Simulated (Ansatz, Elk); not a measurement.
# How far do independent atoms describe BaCd2GaPb?

Structure refinements treat a crystal as free atoms side by side. For a made-up structure of BaCd2GaPb (cell and positions from a r2SCAN relaxation) the runs below show what the calculated density changes in F(hkl).

Program: Elk 11.2.3 (patched build). Level of theory: DFT, PBE, all-electron APW+lo, Dirac cores, scalar-relativistic bands, static density, no spin. Results are calculated unless marked as measured.

The structure was built from a prototype and need not be the compound's stable phase.

### Step 1. The structure

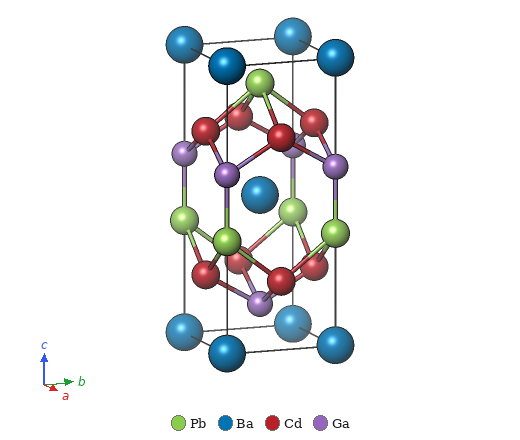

Start, viewed slightly off an axis; lead green, barium blue, cadmium red, gallium purple. This picture shows the conventional cell, with its axes. Some periodic images of atoms are drawn too.

### Step 2. Ground state and structure factors

An all-electron density is needed, since X-rays see the cores too. Task 0 finds the density and task 195 Fourier-transforms it; tshift is off so that phases refer to the origin typed.

Input file elk.in:

```
tasks
  0
  195

xctype
  20

spinpol
  .false.

rgkmax
  7.0

gmaxvr
  14.0

lmaxo
  7

lmaxapw
  8

swidth
  0.002

tshift
  .false.

ramdisk
  .false.

hmaxvr
  5.5

maxscl
  120

epspot
  1e-06

sppath
  './'

avec
  -4.54432885630 4.54432885630 11.43897718972
  4.54432885630 -4.54432885630 11.43897718972
  4.54432885630 4.54432885630 -11.43897718972

atoms
  4
  'Pb.in'
  1
  0.3910819567 0.3910819567 -0.0000000000   0.000000 0.000000 0.000000
  'Ba.in'
  1
  1.0020799485 1.0020799485 0.0000000000   0.000000 0.000000 0.000000
  'Cd.in'
  2
  0.2386045449 0.7386045449 0.5000000000   0.000000 0.000000 0.000000
  0.7386045449 0.2386045449 0.5000000000   0.000000 0.000000 0.000000
  'Ga.in'
  1
  0.6230290049 0.6230290049 0.0000000000   0.000000 0.000000 0.000000

ngridk
  7 7 7
```

Command:

```sh
> OMP_NUM_THREADS=4 elk
```

Numbers of over 12 decimals in the logs are rounded to 6 here.

Output:

```text
┌─────────────────────────┐
│ Elk code version 11.2.3 │
└─────────────────────────┘

All units are atomic (Hartree, Bohr, etc.)

┌─────────────────────────────────────────────────┐
│ Ground-state run starting from atomic densities │
└─────────────────────────────────────────────────┘

Lattice vectors :
  -4.544328856       4.544328856       11.43897719
   4.544328856      -4.544328856       11.43897719
   4.544328856       4.544328856      -11.43897719

Reciprocal lattice vectors :
  0.2169659499E-17  0.6913215907      0.2746392970
  0.6913215907      0.2169659499E-17  0.2746392970
  0.6913215907      0.6913215907      0.2424988891E-17

Unit cell volume      :    944.9018288
Brillouin zone volume :   0.2625142696

Muffin-tin inner radius fraction :   0.1000000000E-01

Nuclei treated as point charges

Species : 1 (Pb)
 parameters loaded from : Pb.in
 name : lead
 nuclear charge    :   -82.00000000
 electronic charge :    82.00000000
 atomic mass :    377702.4943
 muffin-tin radius :    2.800000000
 number of radial points in muffin-tin :   1393
 inner part over the whole radius :   0.9993555083E-02
 number on inner part of muffin-tin    :   1001
 approximate nuclear radius :   0.1047603524E-03
 number of mesh points to nuclear radius :    525
 atomic positions (lattice), magnetic fields (Cartesian) :
  1 :   0.39108196  0.39108196  0.00000000    0.00000000  0.00000000  0.00000000

Species : 2 (Ba)
 parameters loaded from : Ba.in
 name : barium
 nuclear charge    :   -56.00000000
 electronic charge :    56.00000000
 atomic mass :    250331.8071
 muffin-tin radius :    2.800000000
 number of radial points in muffin-tin :   1393
 inner part over the whole radius :   0.9950032293E-02
 number on inner part of muffin-tin    :    996
 approximate nuclear radius :   0.9171481901E-04
 number of mesh points to nuclear radius :    504
 atomic positions (lattice), magnetic fields (Cartesian) :
  1 :   0.00207995  0.00207995  0.00000000    0.00000000  0.00000000  0.00000000

Species : 3 (Cd)
 parameters loaded from : Cd.in
 name : cadmium
 nuclear charge    :   -48.00000000
 electronic charge :    48.00000000
 atomic mass :    204912.7176
 muffin-tin radius :    2.600000000
 number of radial points in muffin-tin :   1193
 inner part over the whole radius :   0.9972693929E-02
 number on inner part of muffin-tin    :    850
 approximate nuclear radius :   0.8708852602E-04
 number of mesh points to nuclear radius :    426
 atomic positions (lattice), magnetic fields (Cartesian) :
  1 :   0.23860454  0.73860454  0.50000000    0.00000000  0.00000000  0.00000000
  2 :   0.73860454  0.23860454  0.50000000    0.00000000  0.00000000  0.00000000

Species : 4 (Ga)
 parameters loaded from : Ga.in
 name : gallium
 nuclear charge    :   -31.00000000
 electronic charge :    31.00000000
 atomic mass :    127097.2539
 muffin-tin radius :    2.400000000
 number of radial points in muffin-tin :    993
 inner part over the whole radius :   0.9952882137E-02
 number on inner part of muffin-tin    :    702
 approximate nuclear radius :   0.7562051033E-04
 number of mesh points to nuclear radius :    339
 atomic positions (lattice), magnetic fields (Cartesian) :
  1 :   0.62302900  0.62302900  0.00000000    0.00000000  0.00000000  0.00000000

Total number of atoms per unit cell :    5
Total muffin-tin volume :    389.0548342
 ratio of muffin-tin to unit cell volume :   0.4117410109

Spin treatment :
 spin-unpolarised

Number of Bravais lattice symmetries :   16
Number of crystal symmetries         :    8
Crystal has no inversion symmetry
Complex Hermitian eigensolver will be used

k-point grid :      7     7     7
k-point offset :    0.000000000       0.000000000       0.000000000
k-point set is reduced with full crystal symmetry group
Total number of k-points :       70

Muffin-tin radius times maximum |G+k| :    7.000000000
 using average radius
Maximum |G+k| for APW functions       :    2.651515152
Maximum (1/2)|G+k|²                   :    3.515266299
[...]
at k-point 62

Charges :
 core                        :    182.0000000
 valence                     :    83.00000000
 interstitial                :    8.143961550
 muffin-tins (core leakage)
  species : 1 (Pb)
   atom 1                    :    80.52390269     (  0.1258572990E-02)
  species : 2 (Ba)
[...]
species : 3 (Cd)
[...]
species : 4 (Ga)
[...]
total in muffin-tins        :    256.8560384
 total calculated charge     :    264.9971482
 total charge                :    265.0000000
 error                       :   0.2851835540E-02

RMS change in Kohn-Sham potential (target) :   0.1358817105     (  0.1000000000E-05)
Absolute change in total energy (target)   :   0.3192114354     (  0.1000000000E-03)

[... loops 3 to 15 left out ...]

┌──────────────────┐
│ Loop number : 16 │
└──────────────────┘

Energies :
 Fermi                       :     0.212035
 sum of occupied eigenvalues :     -25792.694256719
 electron kinetic            :      46775.426853975
 core electron kinetic       :      45875.492243047
 Coulomb                     :     -88005.699401916
 Coulomb potential           :     -71295.862209525
 nuclear-nuclear             :     -3638.6459147276
 electron-nuclear            :     -97509.881090905
 Hartree                     :      13142.827603717
 Madelung                    :     -52357.768297153
 xc potential                :     -1272.2589011696
 exchange                    :     -959.18193779486
 correlation                 :     -14.767479515570
 electron entropic           :    -0.56132512540701E-03
 total energy                :     -42204.222526576

Density of states at Fermi energy :    42.94667969
 (states/Hartree/unit cell)

Estimated indirect band gap :   0.1486659388E-02
 from k-point 68 to k-point 1
Estimated direct band gap   :   0.1207805256E-01
 at k-point 62

Charges :
 core                        :    182.0000000
 valence                     :    83.00000000
 interstitial                :    7.844772335
 muffin-tins (core leakage)
  species : 1 (Pb)
[...]
species : 2 (Ba)
[...]
species : 3 (Cd)
[...]
species : 4 (Ga)
[...]
total in muffin-tins        :    257.1552277
 total calculated charge     :    264.9972327
 total charge                :    265.0000000
 error                       :   0.2767339550E-02

RMS change in Kohn-Sham potential (target) :   0.6959237809E-07 (  0.1000000000E-05)
Absolute change in total energy (target)   :   0.5055551446E-04 (  0.1000000000E-03)

Convergence targets achieved

┌──────────────────┐
│ Loop number : 17 │
└──────────────────┘

Energies :
 Fermi                       :     0.212035
 sum of occupied eigenvalues :     -25792.694245364
 electron kinetic            :      46775.426859218
 core electron kinetic       :      45875.492246971
 Coulomb                     :     -88005.699401201
 Coulomb potential           :     -71295.862209506
 nuclear-nuclear             :     -3638.6459147276
 electron-nuclear            :     -97509.881089029
 Hartree                     :      13142.827602556
 Madelung                    :     -52357.768296448
 xc potential                :     -1272.2588950755
 exchange                    :     -959.18193777772
 correlation                 :     -14.767479512280
 electron entropic           :    -0.56132515228559E-03
 total energy                :     -42204.222520598

Density of states at Fermi energy :    42.94668249
 (states/Hartree/unit cell)

Estimated indirect band gap :   0.1486659881E-02
 from k-point 68 to k-point 1
Estimated direct band gap   :   0.1207805104E-01
 at k-point 62

Charges :
 core                        :    182.0000000
 valence                     :    83.00000000
 interstitial                :    7.844772265
 muffin-tins (core leakage)
  species : 1 (Pb)
[...]
species : 2 (Ba)
[...]
species : 3 (Cd)
   atom 1                    :    46.64695768     (  0.2409782415E-03)
   atom 2                    :    46.64695768     (  0.2409782415E-03)
  species : 4 (Ga)
   atom 1                    :    29.62854366     (  0.7488916838E-03)
 total in muffin-tins        :    257.1552277
 total calculated charge     :    264.9972327
 total charge                :    265.0000000
 error                       :   0.2767339494E-02

┌──────────────────────────────┐
│ Self-consistent loop stopped │
└──────────────────────────────┘

Warning : the lowest level lies among the core levels :   -2.871346388      -2.552760792

Warning : core states of species 1 leak from the muffin-tin :   0.1204288153E-02

Warning : core states of species 3 leak from the muffin-tin :   0.2409782415E-03

Warning : core states of species 4 leak from the muffin-tin :   0.7488916838E-03

Wrote STATE.OUT
```

The job ended after 2.1 min (4 threads of Arm Neoverse V1, shared host; peak memory 0.28 GiB).

SFACRHO.OUT:

```text

h k l indices transformed by vhmat matrix:
   1.000000000       0.000000000       0.000000000    
   0.000000000       1.000000000       0.000000000    
   0.000000000       0.000000000       1.000000000    

      h      k      l  multipl.   |H|            Re(F)            Im(F)           |F|

      0      0      0      1   0.0000000       265.00000      0.23326431E-16   265.00000    
      1      1     -1      1  0.54927859      -21.368518      -33.404029       39.654038    
     -1     -1      1      1  0.54927859      -21.368518       33.404029       39.654038    
      0     -1      1      4  0.74387653      -29.271751      -29.357426       41.457133    
      1      0      0      4  0.74387653      -29.271751       29.357426       41.457133    
      0      0     -1      4  0.97767637       64.724276     -0.13169581E-13   64.724276    
     -2     -1      2      4   1.0755307       98.709388      -46.880438       109.27634    
      1      2     -2      4   1.0755307       98.709388       46.880438       109.27634    
      2      2     -2      1   1.0985572       32.495826      -47.857521       57.847395    
     -2     -2      2      1   1.0985572       32.495826       47.857521       57.847395    
      1      1     -2      4   1.1214090       142.31793      -54.928829       152.55022    
     -1     -1      2      4   1.1214090       142.31793       54.928829       152.55022    
     -1      1      1      4   1.3826432       213.92617     -0.15113837E-13   213.92617    
      2      2     -1      4   1.4706050      -115.04042      -1.9556859       115.05704    
     -2     -2      1      4   1.4706050      -115.04042       1.9556859       115.05704    
     -2      0      0      4   1.4877531      -16.784668       30.384319       34.712129    
      2      0     -2      4   1.4877531      -16.784668      -30.384319       34.712129    
      3      2     -3      4   1.5373985       124.53354     -0.33190781E-01   124.53355
```

Elk indexes on the primitive cell of elk.in and gives |H| = 4π sin θ/λ in inverse bohr. Below, one row stands for each form hkl of the conventional cell (m members, Friedel mates merged), F is for one primitive cell and the density is static (no thermal factor). Free-atom factors are Waasmaier and Kirfel's, and R is Σm||F|−|F'||/Σm|F|.

| hkl | m | sin θ/λ (Å⁻¹) | abs F, DFT | neutral atoms | diff. | abs of complex diff. |
| --- | --- | --- | --- | --- | --- | --- |
| 002 | 2 | 0.083 | 39.654 | 39.906 | -0.252 | 0.303 |
| 101 | 8 | 0.112 | 41.457 | 41.543 | -0.086 | 0.088 |
| 110 | 4 | 0.147 | 64.724 | 64.604 | +0.121 | 0.121 |
| 103 | 8 | 0.162 | 109.276 | 109.258 | +0.019 | 0.078 |
| 004 | 2 | 0.165 | 57.847 | 58.028 | -0.180 | 0.264 |
| 112 | 8 | 0.169 | 152.550 | 152.765 | -0.214 | 0.214 |
| 200 | 4 | 0.208 | 213.926 | 214.533 | -0.607 | 0.607 |
| 114 | 8 | 0.221 | 115.057 | 115.638 | -0.581 | 0.583 |
| 202 | 8 | 0.224 | 34.712 | 34.783 | -0.071 | 0.286 |
| 105 | 8 | 0.231 | 124.534 | 124.776 | -0.242 | 0.242 |
| 211 | 16 | 0.236 | 36.944 | 37.061 | -0.117 | 0.223 |
| 006 | 2 | 0.248 | 89.961 | 90.190 | -0.228 | 0.337 |
| 213 | 16 | 0.263 | 95.577 | 95.720 | -0.143 | 0.195 |
| 204 | 8 | 0.266 | 49.340 | 49.359 | -0.020 | 0.105 |
| 116 | 8 | 0.288 | 63.557 | 63.593 | -0.036 | 0.166 |
| 220 | 4 | 0.294 | 189.615 | 189.893 | -0.278 | 0.278 |
| 222 | 8 | 0.305 | 31.758 | 31.671 | +0.087 | 0.154 |
| 107 | 8 | 0.307 | 45.760 | 45.650 | +0.110 | 0.110 |

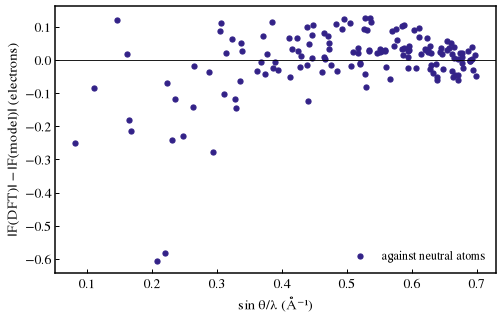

Difference between the calculated structure factors and the independent-atom ones.

### Step 3. The highest occupied states alone

An energy window below the Fermi level keeps the highest occupied states, to see at which angles they scatter; shallow core shells can lie inside it and anion s states outside. No new self-consistency is needed.

Changes to elk.in since step 2:

```diff
@@ -1,3 +1,2 @@
 tasks
-  0
   195
@@ -40,2 +39,5 @@
 
+wsfac
+  -0.155460 0.512040
+
 sppath
```

Command:

```sh
> OMP_NUM_THREADS=4 elk
```

Output:

```text
┌─────────────────────────────────┐
│ Elk code version 11.2.3 started │
└─────────────────────────────────┘

Info(readinput): the functional depends on the density's gradient
 muffin-tin radial points multiplied by    2.00000
 (not where nrmtscf is given)

┌────────────────────┐
│ Current task : 195 │
└────────────────────┘

Info(sfacrho): density structure factors written to SFACRHO.OUT

 Energy window :  -0.1554600000      0.5120400000

┌──────────────────┐
│ Elk code stopped │
└──────────────────┘
```

It took 28 s on 4 threads; peak memory 0.19 GiB; 37 s of CPU time.

States within 10 eV below the Fermi level hold 33.00 electrons; any levels below the window count with the cores. Their amplitudes can exceed the total, where window and core parts have opposite phase:

| hkl | sin θ/λ (Å⁻¹) | abs F, window | abs F, all |
| --- | --- | --- | --- |
| 002 | 0.083 | 19.031 | 39.654 |
| 101 | 0.112 | 2.255 | 41.457 |
| 110 | 0.147 | 13.370 | 64.724 |
| 103 | 0.162 | 0.922 | 109.276 |
| 004 | 0.165 | 12.621 | 57.847 |
| 112 | 0.169 | 13.746 | 152.550 |
| 200 | 0.208 | 11.000 | 213.926 |
| 114 | 0.221 | 9.876 | 115.057 |
| 202 | 0.224 | 9.634 | 34.712 |
| 105 | 0.231 | 0.091 | 124.534 |

### Step 4. Another functional

The difference from free atoms is small, so it is set against the change that LDA (Perdew-Wang) makes.

Changes to elk.in since step 3:

```diff
@@ -1,2 +1,3 @@
 tasks
+  0
   195
@@ -4,3 +5,3 @@
 xctype
-  20
+  3
 
@@ -39,5 +40,2 @@
 
-wsfac
-  -0.155460 0.512040
-
 sppath
```

Command:

```sh
> OMP_NUM_THREADS=4 elk
```

Output:

```text
┌─────────────────────────┐
│ Elk code version 11.2.3 │
└─────────────────────────┘

All units are atomic (Hartree, Bohr, etc.)

┌─────────────────────────────────────────────────┐
│ Ground-state run starting from atomic densities │
└─────────────────────────────────────────────────┘

Lattice vectors :
  -4.544328856       4.544328856       11.43897719
   4.544328856      -4.544328856       11.43897719
   4.544328856       4.544328856      -11.43897719

Reciprocal lattice vectors :
  0.2169659499E-17  0.6913215907      0.2746392970
[...]
total in muffin-tins        :    257.2030704
 total calculated charge     :    264.9971920
 total charge                :    265.0000000
 error                       :   0.2807986132E-02

┌──────────────────────────────┐
│ Self-consistent loop stopped │
└──────────────────────────────┘

Warning : the lowest level lies among the core levels :   -2.878091168      -2.559016044

Warning : core states of species 1 leak from the muffin-tin :   0.1209131170E-02

Warning : core states of species 3 leak from the muffin-tin :   0.2415436931E-03

Warning : core states of species 4 leak from the muffin-tin :   0.7676994470E-03

Wrote STATE.OUT
[key lines of the parts left out:]
total energy                :     -42173.896100417
```

Elapsed: 78 s, on 4 threads; peak memory 0.22 GiB.

Against the first run R = 0.02 %; the largest change is -0.061 at 220.

### Step 5. Basis size

The basis and the expansions that go with it are enlarged, to see whether the differences are converged.

Changes to elk.in since step 4:

```diff
@@ -5,3 +5,3 @@
 xctype
-  3
+  20
 
@@ -11,12 +11,12 @@
 rgkmax
-  7.0
+  8.5
 
 gmaxvr
-  14.0
+  18.0
 
 lmaxo
-  7
+  9
 
 lmaxapw
-  8
+  10
```

Command:

```sh
> OMP_NUM_THREADS=4 elk
```

Output:

```text
┌─────────────────────────┐
│ Elk code version 11.2.3 │
└─────────────────────────┘

All units are atomic (Hartree, Bohr, etc.)

┌─────────────────────────────────────────────────┐
│ Ground-state run starting from atomic densities │
└─────────────────────────────────────────────────┘

Lattice vectors :
  -4.544328856       4.544328856       11.43897719
   4.544328856      -4.544328856       11.43897719
   4.544328856       4.544328856      -11.43897719

Reciprocal lattice vectors :
  0.2169659499E-17  0.6913215907      0.2746392970
[...]
total in muffin-tins        :    257.2041659
 total calculated charge     :    264.9975722
 total charge                :    265.0000000
 error                       :   0.2427764355E-02

┌──────────────────────────────┐
│ Self-consistent loop stopped │
└──────────────────────────────┘

Warning : the lowest level lies among the core levels :   -2.856531283      -2.538624452

Warning : core states of species 1 leak from the muffin-tin :   0.1204362323E-02

Warning : core states of species 3 leak from the muffin-tin :   0.2411029227E-03

Warning : core states of species 4 leak from the muffin-tin :   0.7471817524E-03

Wrote STATE.OUT
[key lines of the parts left out:]
total energy                :     -42204.265617604
```

The job ended after 5.3 min (4 threads; peak memory 0.6 GiB).

Against the first run R = 0.00 %; the largest change is -0.018 at 208.

### Step 6. Settings against the effect

| run | R against the first run (%) | R against neutral atoms, low angle (%) | wall time |
| --- | --- | --- | --- |
| PBE, rgkmax 7 | 0.00 | 0.20 | 2.1 min |
| LDA (Perdew-Wang) | 0.02 | 0.21 | 78 s |
| rgkmax 8.5 with larger expansions | 0.00 | 0.20 | 5.3 min |

### Step 7. Outcome

```json
{"R against neutral atoms, sin θ/λ < 0.3 Å⁻¹": "0.20 %", "R against neutral atoms, 0.3 to 0.70 Å⁻¹": "0.07 %"}
```

In words: Independent neutral atoms miss the calculated amplitudes by R = 0.20 % below 0.3 Å⁻¹ and 0.07 % from there to 0.70 Å⁻¹; by shells, 0.25 % below 0.15 Å⁻¹ (3 forms), 0.19 % 0.15 to 0.3 (13 forms), 0.07 % 0.3 to 0.45 (33 forms), 0.07 % above 0.45 (100 forms). Bonding, aspherical density and the tables' own atoms all enter these figures, and the runs don't part them. The largest change of an amplitude is -0.61 electrons, at 200. R counts amplitudes alone; phases shift too. The window's part falls from 33.0 electrons at the origin to at most 1.05 between 0.45 and 0.70 Å⁻¹, where compact states inside the window still scatter. Below 0.3 Å⁻¹ the changes that finished (LDA (Perdew-Wang) and rgkmax 8.5 with larger expansions) move F by R = 0.02 % at most, against the 0.20 % that separates it from free atoms. The k-mesh has no finished test. Spin-orbit coupling is left out, which can matter for elements this heavy. Part of the difference isn't bonding: the tables are fits to free atoms and ions calculated by other methods than this functional. Thermal motion, anomalous dispersion and extinction are left out.

[Logs are printed without paths, hosts, clocks, repeated set-up lines and the standing remarks that a program may print on its own settings, such as how far it seeks lower states.]

[Hosts, paths, dates, database ids (printed as entryN), source tags and the programs' standing remarks are cut or masked in the printed files.]
